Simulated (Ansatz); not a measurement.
# ClFGeH$_{3}$NO: what the fields show

The calculation's input:

```
crystal:
  periodic: [false, false, false]
  atoms:
    - {symbol: Cl, position_ang: [-0.828054, -1.507126, -2.059764]}
    - {symbol: F, position_ang: [-3.006613, -0.980096, 0.148767]}
    - {symbol: Ge, position_ang: [-2.059382, -0.084833, -0.998443]}
    - {symbol: N, position_ang: [-1.198836, 1.188830, -0.010535]}
    - {symbol: O, position_ang: [-3.098001, 0.636243, -2.235849]}
    - {symbol: H, position_ang: [-0.921754, 0.829708, 0.900690]}
    - {symbol: H, position_ang: [-0.379301, 1.565240, -0.481535]}
    - {symbol: H, position_ang: [-3.551973, 1.406484, -1.852656]}
basis:
  gaussian:
    orbitals: def2-TZVPD
hamiltonian:
  xc: {name: PBE0}
output:
  forces: true
  orbitals: {seedname: orbitals}
```

Launched as:

```sh
ansatz run input.yaml --threads 1 --pin off --max-ram 2610MiB --events-out events.jsonl --progress --plain --runs-dir runs
```

Geometry: B3LYP/6-31G*.

Level of theory: isolated molecule in a Gaussian basis; Kohn-Sham density functional theory, functional PBE0 in Ansatz 0.2.0.

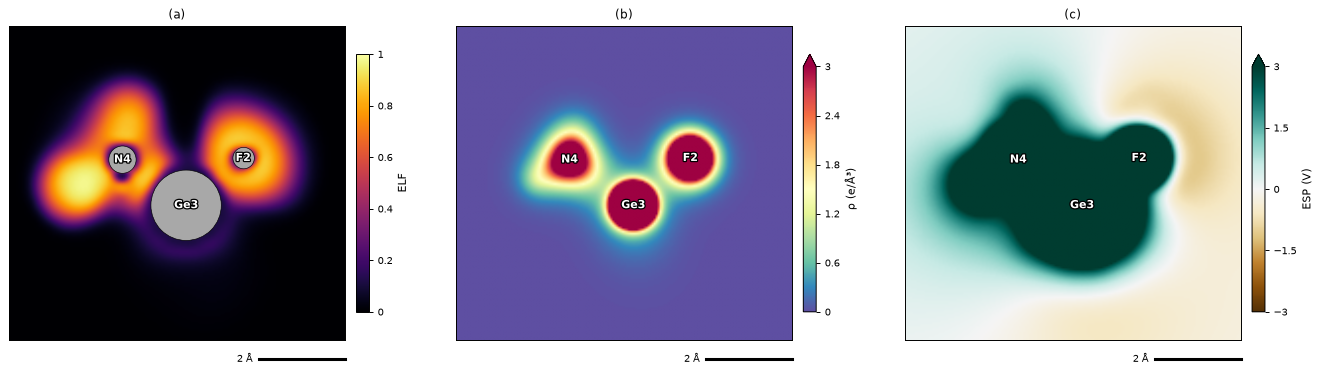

Figure 1. (a) electron localisation function; (b) electron density; (c) molecular electrostatic potential on the plane of atoms F2, Ge3 and N4. Grey discs cover the atomic cores in the ELF map.

What does the map show?

- Atoms in the plane: F, Ge and N.
- Ge–F (1.74 Å): ρ is about 0.98 e/Å³ halfway; the ELF peaks at about 0.80 in the valence shell of F, 0.5 Å from its nucleus, and is about 0.25 at the midpoint.
- Ge–N (1.83 Å): ρ at the midpoint is about 1 e/Å³; the ELF peaks at about 0.85 in the valence shell of N, 0.7 Å from its nucleus, and is about 0.50 at the midpoint.
- The ELF also peaks beside F2, away from the bonds: lone-pair regions.
- Outside the dense part of the molecule the potential is most negative (−1.1 V) near F2.

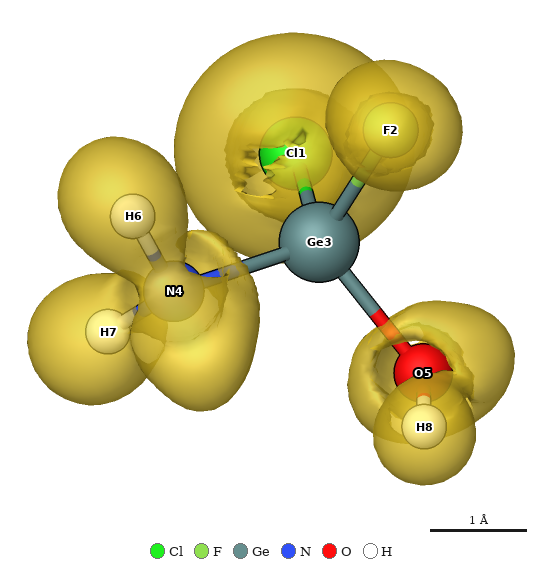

Figure 2. Isosurface of the ELF at 0.8 (yellow), seen at a tilt. Only the valence region is drawn (cores and ρ < 0.01 e/Å³ removed).

Where are the electrons localised?

The ELF exceeds this value in one region wrapped around Cl (its valence shell), one region wrapped around F (its valence shell), one joined region spread over several atoms (H, N), in which their bonds and any lone pairs are merged and one joined region spread over several atoms (H, O), in which their bonds and any lone pairs are merged. Along the contacts the grid gives the following. Ge–O (1.77 Å): the ELF peaks at about 0.85 in the valence shell of O, 0.6 Å from its nucleus, and is about 0.35 at the midpoint.

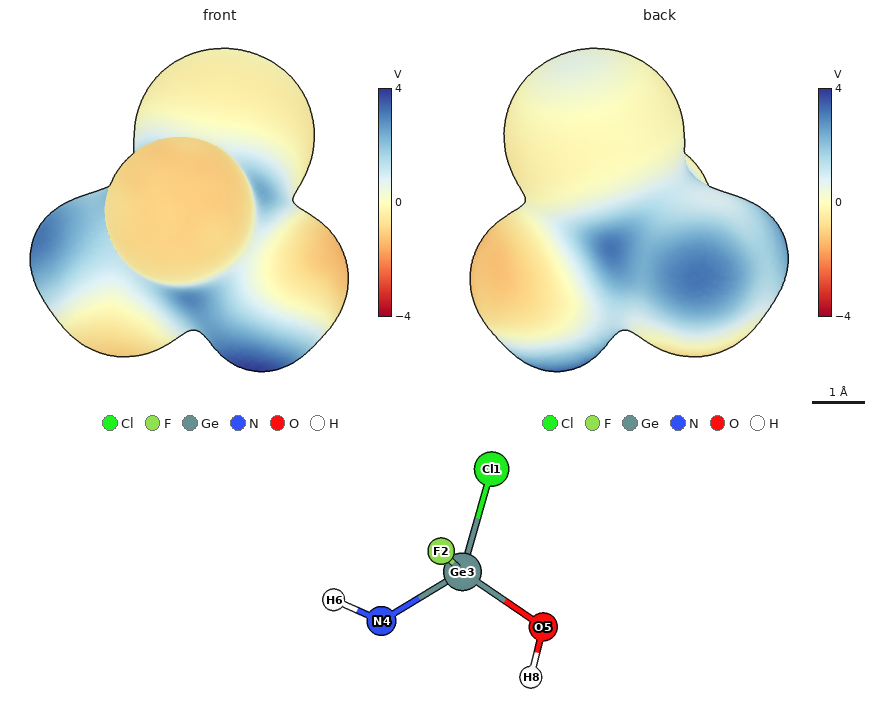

Figure 3. The molecular electrostatic potential painted on the density surface at 0.004 e/bohr³, seen from the front and from behind; red is negative and blue positive. The bare structure is drawn below in the same view.

Describe the electrostatic potential map.

The most negative region (about −1.3 V) lies over O5, the most positive (about +3.7 V) over H8. Cl1 shows a σ-hole: about +0.6 V at the tip opposite its bond, against about −0.3 V on its flanks. O5 is the likeliest acceptor of a hydrogen bond.

What dipole moment does the calculation give?

Its dipole moment is 3.02 D.
